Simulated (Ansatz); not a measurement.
ZrH2Cl3F: geometry relaxation

- system: ZrH2Cl3F
- method: RKS B3LYP/def2-SVP (Ansatz 0.2.0)

It belongs to a series of runs on one base structure; here: end point A relaxed. Figures and captions count atoms from 1; the log counts them from 0 in places.

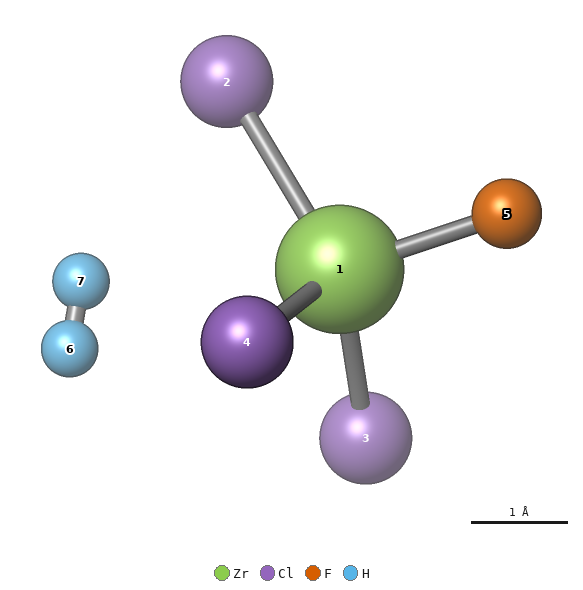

The structure as given in the input (ball-and-stick view, seen at a tilt; atoms are numbered from 1 in the order of the input). Sticks mark near contacts. Bond lengths as drawn: Cl–Zr 2.34 to 2.47 Å, F–Zr 1.89 Å and H–H 0.72 Å.

**Input**
```yaml
crystal:
  periodic: [false, false, false]
  atoms:
    - { symbol: Zr, position_ang: [-0.06862, -0.12257, -0.002392] }
    - { symbol: Cl, position_ang: [-0.129411, -0.243932, 2.468203] }
    - { symbol: Cl, position_ang: [2.095383, -0.250614, -0.888182] }
    - { symbol: Cl, position_ang: [-1.218981, 1.732309, -0.853103] }
    - { symbol: F, position_ang: [-0.980013, -1.649014, -0.638133] }
    - { symbol: H, position_ang: [1.454362, 2.249198, 1.159443] }
    - { symbol: H, position_ang: [1.167679, 1.837123, 1.674764] }
basis:
  gaussian: { orbitals: def2-SVP }
hamiltonian:
  xc: b3lyp
relax:
  f_tol: 0.03
  max_steps: 50
output:
  orbitals: {}
```

Run as:
```bash
ansatz run input.yaml --threads 2 --pin off --max-ram 3072MiB --backend cpu --events-out ev --progress --plain --runs-dir out
```

**What the program printed**
```
The last accepted step is kept in [file] (removed where the run ends without a failure and the disk answers)
Engine: ansatz 0.2.0, aarch64-unknown-linux-gnu
Functional definition: B3LYP
  parameter a0 = 0.2
  parameter ax = 0.72
  parameter ac = 0.81
  exchange = (1 - a0 - ax)*slater_x + ax*b88_x + a0*exact_x
  correlation = (1 - ac)*vwn_rpa_c + ac*lyp_c
1106 factors; integrals over basis functions are off by at most 2.3e-4 eV
mean field evaluation 1: about -41590.2488 eV, gradient 4.1e1 eV
mean field evaluation 2: about -41557.8295 eV, gradient 1.5e2 eV
mean field evaluation 4: about -41593.6193 eV, gradient 5.0e0 eV
mean field evaluation 8: about -41593.6980 eV, gradient 3.3e-1 eV
mean field evaluation 16: about -41593.6982 eV, gradient 1.6e-5 eV
mean field -41593.69824650 eV, -1528.5402173377 hartree, gradient 1.6e-5 eV, S^2 0.000000; 0 other end points of the search recorded, 0 dependent functions left out
the calculation of the forces begins
reference -41593.69858583 eV, -1528.5402298076 hartree; 37, 37 occupied and 72, 72 virtual orbitals, 1106 factors
relax step   1: F+E_penalty+E_count = -41593.69824650 eV  Δ(F+E_penalty+E_count) = +0.000e0 eV  max|allowed force component| = 1.347e0 eV/Å  Δτ_max = 0.0000 Å  (28 SCF iters, accepted)
these checks for a lower state are left out or cut short: starts, cluster_reference, orbital_swaps, neighbouring_geometries, increment
1106 factors; integrals over basis functions are off by at most 4.7e-4 eV
mean field -41593.81543431 eV, -1528.5445239101 hartree, gradient 1.2e-5 eV, S^2 0.000000; 0 other end points of the search recorded, 0 dependent functions left out
[... from here on the field's lines of each further geometry are left out, up to the last ...]
relax step   2: F+E_penalty+E_count = -41593.81543431 eV  Δ(F+E_penalty+E_count) = -1.172e-1 eV  max|allowed force component| = 1.086e0 eV/Å  Δτ_max = 0.1911 Å  (31 SCF iters, accepted)
relax step   3: F+E_penalty+E_count = -41593.86479671 eV  Δ(F+E_penalty+E_count) = -4.936e-2 eV  max|allowed force component| = 1.098e-1 eV/Å  Δτ_max = 0.1906 Å  (31 SCF iters, accepted)
relax step   4: F+E_penalty+E_count = -41593.87803854 eV  Δ(F+E_penalty+E_count) = -1.324e-2 eV  max|allowed force component| = 1.312e-1 eV/Å  Δτ_max = 0.1503 Å  (31 SCF iters, accepted)
relax step   5: F+E_penalty+E_count = -41593.88806747 eV  Δ(F+E_penalty+E_count) = -1.003e-2 eV  max|allowed force component| = 9.442e-2 eV/Å  Δτ_max = 0.1948 Å  (30 SCF iters, accepted)
relax step   6: F+E_penalty+E_count = -41593.88936050 eV  Δ(F+E_penalty+E_count) = -1.293e-3 eV  max|allowed force component| = 3.669e-2 eV/Å  Δτ_max = 0.0921 Å  (32 SCF iters, accepted)
relax step   7: F+E_penalty+E_count = -41593.88978027 eV  Δ(F+E_penalty+E_count) = -4.198e-4 eV  max|allowed force component| = 3.841e-3 eV/Å  Δτ_max = 0.0372 Å  (31 SCF iters, accepted)
relax step   8: F+E_penalty+E_count = -41593.88902707 eV  Δ(F+E_penalty+E_count) = +7.532e-4 eV  max|allowed force component| = 2.187e-1 eV/Å  Δτ_max = 0.1401 Å  (31 SCF iters, rejected (line search))
relax step   9: F+E_penalty+E_count = -41593.89020470 eV  Δ(F+E_penalty+E_count) = -4.244e-4 eV  max|allowed force component| = 4.418e-2 eV/Å  Δτ_max = 0.0683 Å  (31 SCF iters, accepted)
relax step  10: F+E_penalty+E_count = -41593.89035815 eV  Δ(F+E_penalty+E_count) = -1.535e-4 eV  max|allowed force component| = 7.411e-2 eV/Å  Δτ_max = 0.0661 Å  (31 SCF iters, accepted)
relax step  11: F+E_penalty+E_count = -41593.89048454 eV  Δ(F+E_penalty+E_count) = -1.264e-4 eV  max|allowed force component| = 6.532e-2 eV/Å  Δτ_max = 0.0239 Å  (31 SCF iters, accepted)
relax step  12: F+E_penalty+E_count = -41593.89070539 eV  Δ(F+E_penalty+E_count) = -2.209e-4 eV  max|allowed force component| = 1.979e-2 eV/Å  Δτ_max = 0.0292 Å  (31 SCF iters, accepted)
relax step  13: F+E_penalty+E_count = -41593.89068144 eV  Δ(F+E_penalty+E_count) = +2.395e-5 eV  max|allowed force component| = 4.916e-2 eV/Å  Δτ_max = 0.0427 Å  (31 SCF iters, rejected (line search))
relax step  14: F+E_penalty+E_count = -41593.89080053 eV  Δ(F+E_penalty+E_count) = -9.513e-5 eV  max|allowed force component| = 5.002e-3 eV/Å  Δτ_max = 0.0203 Å  (25 SCF iters, accepted)
the calculation of the forces begins
reference -41593.89123505 eV, -1528.5473095359 hartree; 37, 37 occupied and 72, 72 virtual orbitals, 1106 factors
relax step  15: F+E_penalty+E_count = -41593.89089092 eV  Δ(F+E_penalty+E_count) = -9.039e-5 eV  max|allowed force component| = 2.001e-2 eV/Å  Δτ_max = 0.0530 Å  (31 SCF iters, accepted)
1106 factors; integrals over basis functions are off by at most 4.0e-4 eV
mean field evaluation 128: about -41593.8909 eV, gradient 3.7e-3 eV
```

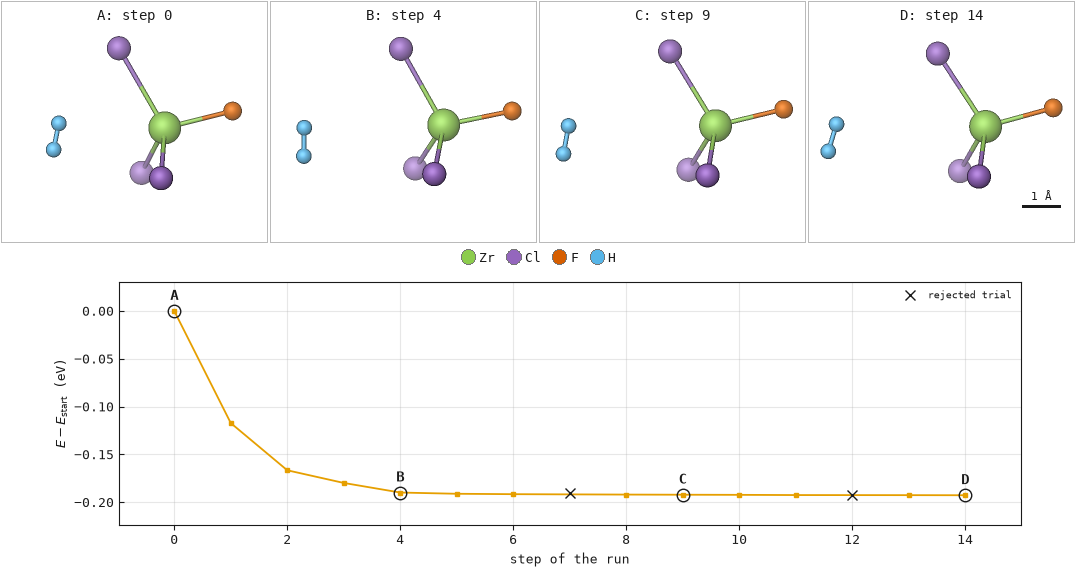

Frames of the relaxation (ball-and-stick view, seen on its broad side) above the curves, on which the letters mark them (the first geometry is step 0 here and step 1 in the log).

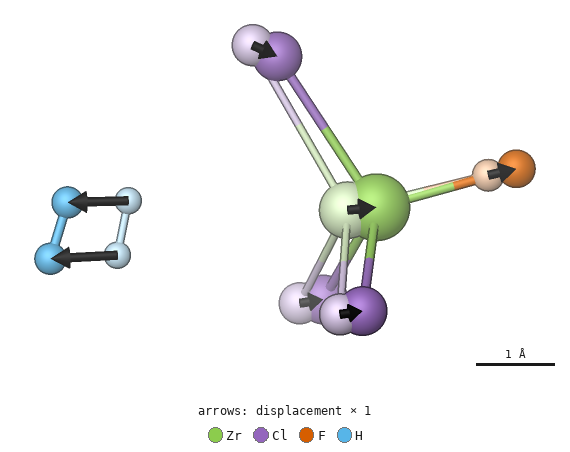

Start (faint) and end (solid) with the displacements as black arrows, at true length (ball-and-stick view, seen on its broad side). The two geometries are laid on each other by the best rigid fit. The atom that moves furthest after the best rigid fit is H6 (0.88 Å). Largest moves by element: H 0.88 Å, Zr 0.38 Å, F 0.37 Å, Cl 0.35 Å. Among the contacts that change: Zr1–Cl2 2.474 → 2.347 Å, H6–H7 0.719 → 0.761 Å. Among the angles that change: Cl2–Zr1–Cl3 113.4° → 110.4°, Cl3–Zr1–F5 105.9° → 108.6°. After 14 geometry steps the energy has fallen by 0.193 eV. Largest force component: 1.3 eV/Å at the start, 0.02 eV/Å at the end. The line search rejected the trial steps at points 7, 12 (counted from 0) and went back. (Atoms are counted from 1 in the order of the input.)

```
mean field -41593.89089092 eV, -1528.5472968894 hartree, gradient 9.3e-6 eV, S^2 0.000000; 1 other end points of the search recorded, 0 dependent functions left out
the calculation of the forces begins
reference -41593.89123505 eV, -1528.5473095359 hartree; 37, 37 occupied and 72, 72 virtual orbitals, 1106 factors
Total energy: -41593.89123505 eV, -1528.5473095359 hartree
Atom 0 at    -0.247450    -0.412478    -0.164088 Å, force    -0.005294    -0.004359     0.009251 eV/Å
Atom 1 at    -0.210960    -0.389349     2.182226 Å, force     0.001734     0.000761    -0.003835 eV/Å
Atom 2 at     1.934599    -0.505942    -1.015910 Å, force     0.001769    -0.000734    -0.001262 eV/Å
Atom 3 at    -1.361107     1.481964    -0.980589 Å, force    -0.000619     0.000414    -0.001933 eV/Å
Atom 4 at    -1.183087    -1.953469    -0.731396 Å, force     0.001750     0.002633    -0.002819 eV/Å
Atom 5 at     1.849603     2.909070     1.566852 Å, force    -0.011354    -0.017512     0.020012 eV/Å
Atom 6 at     1.538800     2.422704     2.063506 Å, force     0.012014     0.018797    -0.019414 eV/Å
Dipole moment:     0.015655     0.024512     0.004608 e Å
```

**Trajectory as extended XYZ (Å, eV, eV/Å), 15 frames, from step=1 to step=15**
```
7
Properties=species:S:1:pos:R:3:forces:R:3 step=1 energy=-41593.69825
Zr   -0.0686   -0.1226   -0.0024   -0.0815  -0.1384   1.3466
Cl   -0.1294   -0.2439    2.4682   -0.0741  -0.1100  -1.3212
Cl    2.0954   -0.2506   -0.8882   -0.0080  -0.0162  -0.0077
Cl   -1.2190    1.7323   -0.8531    0.0031  -0.0268   0.0000
F    -0.9800   -1.6490   -0.6381    0.0646   0.1220   0.0447
H     1.4544    2.2492    1.1594    0.6949   1.0140  -1.2655
H     1.1677    1.8371    1.6748   -0.5991  -0.8446   1.2030
7
Properties=species:S:1:pos:R:3:forces:R:3 step=2 energy=-41593.81543
Zr   -0.0769   -0.1401    0.0614    0.0065   0.0225  -1.0857
Cl   -0.2041   -0.3662    2.3417   -0.0586  -0.1135   1.0474
Cl    2.0789   -0.2626   -0.8509    0.1435  -0.0261   0.0279
Cl   -1.2153    1.7117   -0.8145   -0.0827   0.1146   0.0305
F    -0.9826   -1.6456   -0.6195   -0.0481  -0.0744  -0.0192
H     1.4948    2.3210    1.1014   -0.0211  -0.0252   0.0345
H     1.2255    1.9342    1.7010    0.0605   0.1021  -0.0354
7
Properties=species:S:1:pos:R:3:forces:R:3 step=3 energy=-41593.86480
Zr   -0.1155   -0.2032    0.0079   -0.0716  -0.1059  -0.1098
Cl   -0.2435   -0.4343    2.3469    0.0382   0.0525  -0.0204
Cl    2.0608   -0.3238   -0.8682   -0.0076   0.0186   0.0675
Cl   -1.2582    1.6695   -0.8308    0.0248   0.0013   0.0632
F    -1.0241   -1.7066   -0.6772    0.0031   0.0072  -0.0091
H     1.5838    2.4648    1.1713    0.0408   0.0595  -0.0984
H     1.3172    2.0861    1.7707   -0.0278  -0.0332   0.1070
7
Properties=species:S:1:pos:R:3:forces:R:3 step=4 energy=-41593.87804
Zr   -0.1522   -0.2618   -0.0326   -0.0346  -0.0538   0.0552
Cl   -0.2528   -0.4554    2.3156    0.0298   0.0444  -0.1312
Cl    2.0417   -0.3666   -0.8643   -0.0284   0.0269   0.0436
Cl   -1.2851    1.6347   -0.8288    0.0388  -0.0105   0.0399
F    -1.0610   -1.7606   -0.7267   -0.0153  -0.0251  -0.0150
H     1.6430    2.5611    1.2194    0.0079   0.0125  -0.0089
H     1.3867    2.2011    1.8379    0.0018   0.0056   0.0163
7
Properties=species:S:1:pos:R:3:forces:R:3 step=5 energy=-41593.88807
Zr   -0.2081   -0.3509   -0.0834    0.0508   0.0805   0.0944
Cl   -0.2668   -0.4860    2.2645   -0.0002   0.0018  -0.0904
Cl    2.0073   -0.4003   -0.8581   -0.0436  -0.0046   0.0077
Cl   -1.2956    1.5927   -0.8250    0.0160  -0.0404   0.0075
F    -1.1182   -1.8481   -0.7847   -0.0280  -0.0454  -0.0253
H     1.7241    2.6932    1.2859   -0.0162  -0.0220   0.0556
H     1.4777    2.3519    1.9213    0.0212   0.0301  -0.0494
7
Properties=species:S:1:pos:R:3:forces:R:3 step=6 energy=-41593.88936
Zr   -0.2253   -0.3788   -0.0999    0.0075   0.0120   0.0169
Cl   -0.2787   -0.5058    2.2430   -0.0021  -0.0028  -0.0111
Cl    1.9890   -0.4306   -0.8701   -0.0064   0.0026  -0.0053
Cl   -1.3136    1.5634   -0.8365    0.0050  -0.0048  -0.0051
F    -1.1365   -1.8761   -0.8054   -0.0053  -0.0086   0.0009
H     1.7650    2.7587    1.3259   -0.0103  -0.0141   0.0367
H     1.5205    2.4217    1.9636    0.0115   0.0157  -0.0329
7
Properties=species:S:1:pos:R:3:forces:R:3 step=7 energy=-41593.88978
Zr   -0.2266   -0.3804   -0.1049   -0.0002  -0.0003  -0.0015
Cl   -0.2702   -0.4908    2.2387    0.0007   0.0013  -0.0028
Cl    1.9819   -0.4349   -0.8907   -0.0009  -0.0008  -0.0012
Cl   -1.3161    1.5547   -0.8571   -0.0003  -0.0012  -0.0012
F    -1.1411   -1.8846   -0.7923   -0.0001  -0.0003   0.0027
H     1.7772    2.7763    1.3563    0.0009   0.0015   0.0038
H     1.5155    2.4121    1.9706    0.0001  -0.0002   0.0001
7
Properties=species:S:1:pos:R:3:forces:R:3 step=8 energy=-41593.88903 accepted=F
Zr   -0.2361   -0.3937   -0.1339   -0.0386  -0.0639  -0.0147
Cl   -0.2411   -0.4388    2.2124    0.0050   0.0078  -0.0050
Cl    1.9580   -0.4640   -0.9563    0.0035  -0.0030   0.0008
Cl   -1.3375    1.5194   -0.9226   -0.0043   0.0015   0.0004
F    -1.1619   -1.9221   -0.7560    0.0339   0.0569   0.0155
H     1.8254    2.8486    1.4662   -0.1258  -0.1789   0.2187
H     1.5137    2.4030    2.0107    0.1262   0.1796  -0.2157
7
Properties=species:S:1:pos:R:3:forces:R:3 step=9 energy=-41593.89021
Zr   -0.2323   -0.3887   -0.1196   -0.0090  -0.0143  -0.0073
Cl   -0.2558   -0.4653    2.2255    0.0008   0.0014  -0.0001
Cl    1.9697   -0.4509   -0.9220    0.0018  -0.0010  -0.0015
Cl   -1.3278    1.5361   -0.8884   -0.0016   0.0011  -0.0014
F    -1.1519   -1.9034   -0.7779    0.0074   0.0121   0.0071
H     1.8007    2.8122    1.4095   -0.0201  -0.0277   0.0442
H     1.5178    2.4124    1.9934    0.0206   0.0285  -0.0411
7
Properties=species:S:1:pos:R:3:forces:R:3 step=10 energy=-41593.89036
Zr   -0.2397   -0.3998   -0.1345   -0.0150  -0.0258  -0.0088
Cl   -0.2472   -0.4501    2.2112    0.0029   0.0049   0.0022
Cl    1.9568   -0.4664   -0.9511    0.0030  -0.0039  -0.0005
Cl   -1.3373    1.5179   -0.9175   -0.0050   0.0008  -0.0005
F    -1.1640   -1.9239   -0.7655    0.0145   0.0245   0.0055
H     1.8239    2.8499    1.4586   -0.0386  -0.0547   0.0741
H     1.5279    2.4249    2.0194    0.0383   0.0541  -0.0720
7
Properties=species:S:1:pos:R:3:forces:R:3 step=11 energy=-41593.89049
Zr   -0.2409   -0.4019   -0.1407   -0.0094  -0.0129  -0.0012
Cl   -0.2368   -0.4326    2.2059   -0.0016  -0.0031  -0.0067
Cl    1.9544   -0.4792   -0.9605   -0.0037   0.0036  -0.0027
Cl   -1.3480    1.5096   -0.9267    0.0056  -0.0016  -0.0027
F    -1.1667   -1.9276   -0.7647    0.0091   0.0138   0.0118
H     1.8292    2.8606    1.4793   -0.0348  -0.0499   0.0653
H     1.5290    2.4236    2.0282    0.0349   0.0500  -0.0638
7
Properties=species:S:1:pos:R:3:forces:R:3 step=12 energy=-41593.89070
Zr   -0.2426   -0.4037   -0.1448    0.0100   0.0129  -0.0052
Cl   -0.2278   -0.4186    2.2025   -0.0009   0.0000  -0.0121
Cl    1.9469   -0.4839   -0.9807   -0.0094  -0.0003   0.0063
Cl   -1.3488    1.5018   -0.9475    0.0036  -0.0077   0.0064
F    -1.1703   -1.9338   -0.7519   -0.0037  -0.0054   0.0034
H     1.8332    2.8719    1.5058   -0.0105  -0.0150   0.0198
H     1.5298    2.4189    2.0372    0.0108   0.0156  -0.0186
7
Properties=species:S:1:pos:R:3:forces:R:3 step=13 energy=-41593.89068 accepted=F
Zr   -0.2438   -0.4069   -0.1614   -0.0012   0.0057   0.0492
Cl   -0.2178   -0.3990    2.1858    0.0048   0.0045  -0.0192
Cl    1.9430   -0.4965   -1.0026   -0.0030  -0.0012  -0.0049
Cl   -1.3572    1.4928   -0.9669    0.0018  -0.0048  -0.0061
F    -1.1785   -1.9471   -0.7308   -0.0031  -0.0056  -0.0196
H     1.8409    2.8911    1.5432    0.0031   0.0052  -0.0027
H     1.5339    2.4181    2.0534   -0.0024  -0.0038   0.0033
7
Properties=species:S:1:pos:R:3:forces:R:3 step=14 energy=-41593.89080
Zr   -0.2439   -0.4061   -0.1510    0.0030   0.0037   0.0008
Cl   -0.2230   -0.4106    2.1954   -0.0002   0.0003   0.0003
Cl    1.9440   -0.4898   -0.9889    0.0005  -0.0008  -0.0006
Cl   -1.3521    1.4968   -0.9554   -0.0010   0.0004  -0.0003
F    -1.1743   -1.9396   -0.7457   -0.0028  -0.0045  -0.0013
H     1.8374    2.8825    1.5227   -0.0021  -0.0025   0.0050
H     1.5322    2.4193    2.0435    0.0025   0.0034  -0.0039
7
Properties=species:S:1:pos:R:3:forces:R:3 step=15 energy=-41593.89089
Zr   -0.2475   -0.4125   -0.1641   -0.0053  -0.0044   0.0093
Cl   -0.2110   -0.3893    2.1822    0.0017   0.0008  -0.0038
Cl    1.9346   -0.5059   -1.0159    0.0018  -0.0007  -0.0013
Cl   -1.3611    1.4820   -0.9806   -0.0006   0.0004  -0.0019
F    -1.1831   -1.9535   -0.7314    0.0018   0.0026  -0.0028
H     1.8496    2.9091    1.5669   -0.0114  -0.0175   0.0200
H     1.5388    2.4227    2.0635    0.0120   0.0188  -0.0194
```

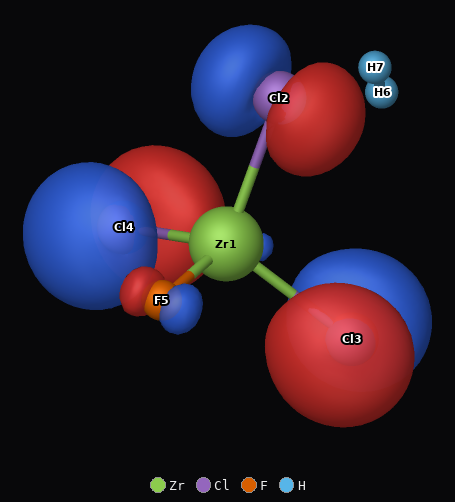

The HOMO−1 at ±0.1 Å⁻³ᐟ² (red and blue are the two phases), seen at an oblique angle. Its energy is −9.52 eV.

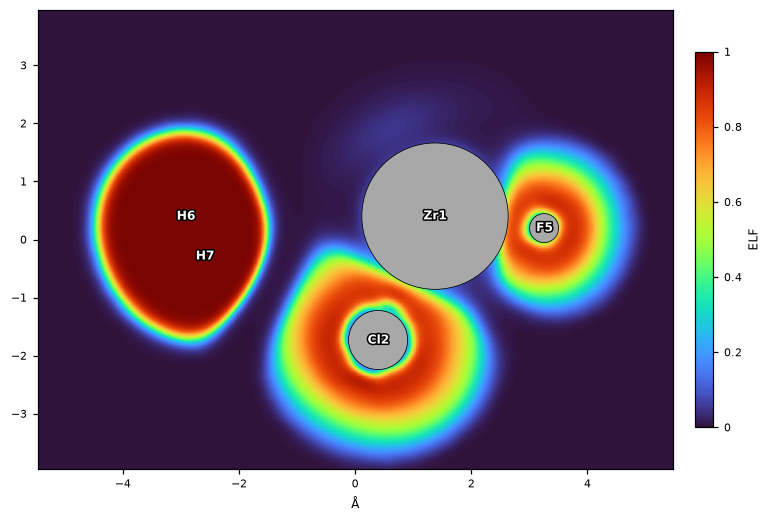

Electron localisation function on the plane of atoms Cl2, Zr1 and F5. Grey discs, where drawn, cover atomic cores. The section cuts through Zr, Cl, F and H sites. Cl2···H7 (3.31 Å): the ELF is only about 0 between them (a non-bonded, intermolecular contact). Zr–F (1.89 Å): the ELF peaks at about 0.85 in the valence shell of F, 0.5 Å from its nucleus, and drops to about 0.20 between the two atoms. Zr–Cl (2.35 Å): the ELF peaks at about 0.85 in the valence shell of Cl, 0.9 Å from its nucleus, and is about 0.35 at the midpoint.

**Summary**

| quantity | value |
| --- | --- |
| outcome | converged |
| total energy | −41593.8912 eV |
| mean-field energy | −41593.8912 eV |
| largest force (length of the vector) at the end | 0.030 eV/Å |
| hardware | 2 threads of Arm Neoverse V2, 24 GiB of memory available, shared host |
| wall time | 50 s (CPU time 97 s) |
| peak memory | 0.27 GiB |
